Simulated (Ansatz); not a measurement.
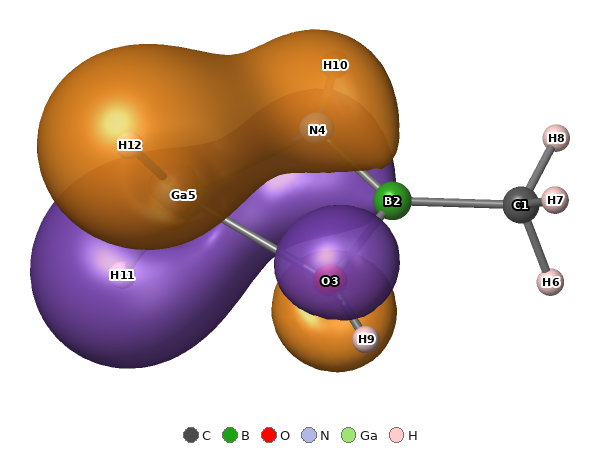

CH7BGaNO. The HOMO−1 at ±0.08 Å⁻³ᐟ² (orange and purple are the two phases), seen at a tilt.

Geometry: PBE0-D4/def2-TZVP.

Level of theory: RKS PBE0-D4/def2-TZVPP (Ansatz).

Input file:

```
crystal:
  periodic: [false, false, false]
  atoms:
    - {symbol: C, position_ang: [-1.381323, -0.620232, 1.189088]}
    - {symbol: B, position_ang: [-0.282138, -0.061922, 0.221377]}
    - {symbol: O, position_ang: [0.770323, -0.903550, -0.266841]}
    - {symbol: N, position_ang: [-0.062252, 1.185342, -0.333563]}
    - {symbol: Ga, position_ang: [1.516453, 0.834010, -1.353967]}
    - {symbol: H, position_ang: [-0.936691, -1.007009, 2.112211]}
    - {symbol: H, position_ang: [-1.927622, -1.451471, 0.730823]}
    - {symbol: H, position_ang: [-2.111565, 0.140779, 1.468199]}
    - {symbol: H, position_ang: [0.822658, -1.822471, -0.009039]}
    - {symbol: H, position_ang: [-0.632731, 1.995600, -0.182231]}
    - {symbol: H, position_ang: [2.893268, 1.201375, -0.698841]}
    - {symbol: H, position_ang: [1.331620, 0.509539, -2.877217]}
basis:
  gaussian: {orbitals: def2-TZVPP}
hamiltonian: {xc: pbe0, dispersion: d4}
output: {orbitals: {seedname: orbitals}}
```

Launched as:

```sh
ansatz run in.yaml --threads 4 --pin off --events-out ev --progress --plain --max-ram 10444MiB
```

**What is the character of this orbital?**

By Hirshfeld shares it lies mainly on Ga5 (about 30 %), H11 (about 20 %), H12 (about 20 %), N4 (about 15 %) and O3 (about 10 %). Its energy is −8.28 eV.
